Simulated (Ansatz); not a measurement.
# CH$_{5}$FSi···H (doublet): what the fields show

| atom | x (Å) | y (Å) | z (Å) |
| --- | --- | --- | --- |
| Si | 0.0701 | 0.2291 | 0.6115 |
| H | -0.6539 | -0.9916 | 0.9745 |
| H | 1.4577 | 0.0144 | 0.0766 |
| C | -0.8563 | 1.5499 | -0.3710 |
| H | -1.9480 | 1.4533 | -0.2345 |
| H | -0.5584 | 2.5552 | -0.0143 |
| H | -0.6332 | 1.4993 | -1.4527 |
| H | -0.3800 | -1.1058 | -0.9703 |
| F | 0.1441 | 0.6160 | 2.1865 |

Not at a stationary point (largest force 1.4 eV/Å).

Theory: UKS revPBE/6-31G* in Ansatz 0.2.0.

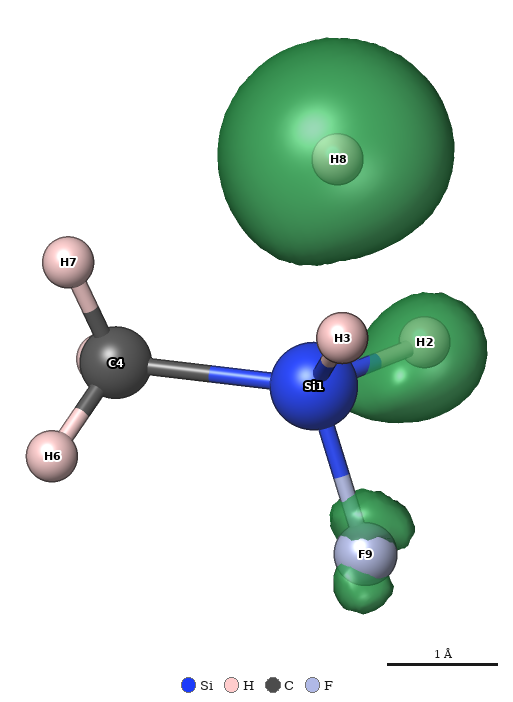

Figure 1. Isosurfaces of the spin density (α minus β) at +0.03 (green) and −0.03 e/Å³ (red), seen at a tilt.

Which atoms carry the spin?

Answer. The unpaired spin (1 electron) lies mostly on H8 (about 0.7), Si1 (about 0.1) and H2 (about 0.1), in electrons by Hirshfeld's partition. Only one sign reaches the isovalue.

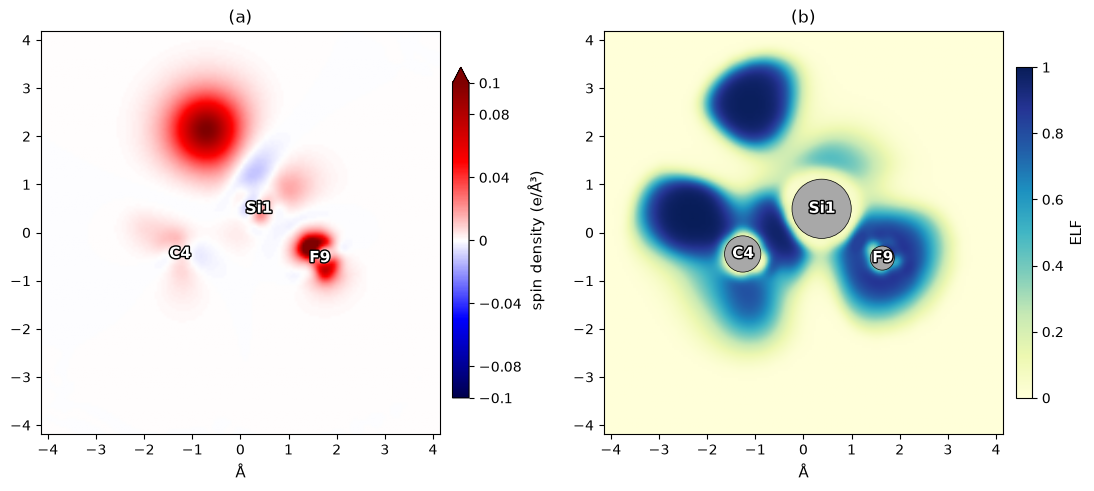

Figure 2. (a) spin density (α minus β); (b) ELF on the plane of atoms C4, Si1 and F9. Grey discs cover the atomic cores in the ELF map.

What do the fields say about this system?

Answer. Atoms in the plane: Si, C and F. Si–F (1.62 Å): the ELF peaks at about 0.85 in the valence shell of F, 0.7 Å from its nucleus, and is about 0.45 at the midpoint. C–Si (1.89 Å): the ELF peaks at about 0.95 between the atoms: a shared electron pair. The ELF also peaks beside F9, away from the bonds: non-bonding electrons, paired or unpaired.

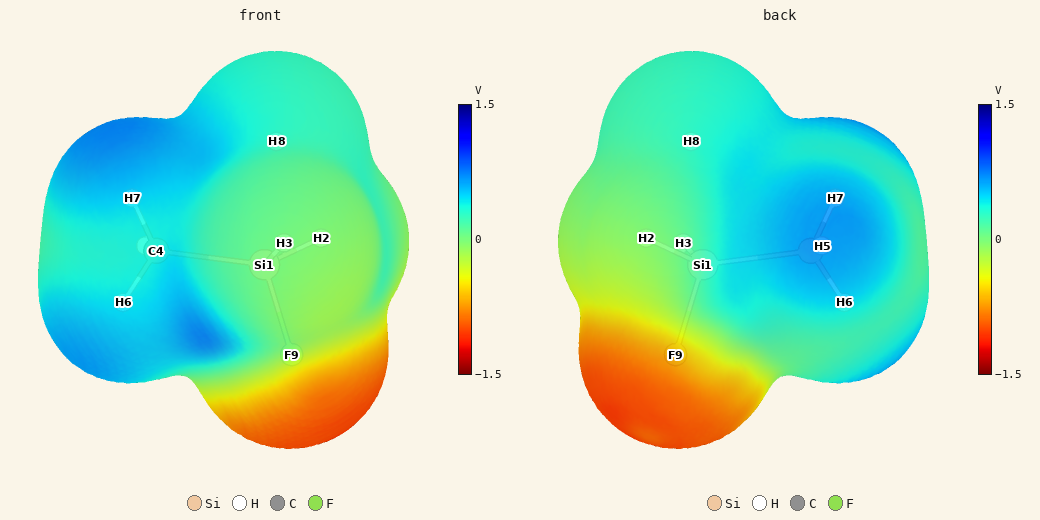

Figure 3. The electrostatic potential painted on the density surface at 0.001 e/bohr³, seen from the front and from behind; the colour scale runs from red (negative) to blue (positive).

Describe the electrostatic potential map.

Answer. The most negative region (about −1.0 V, or −23 kcal/mol for a unit charge) lies over F9, the most positive (about +0.7 V, or +16 kcal/mol for a unit charge) over Si1 and H7.
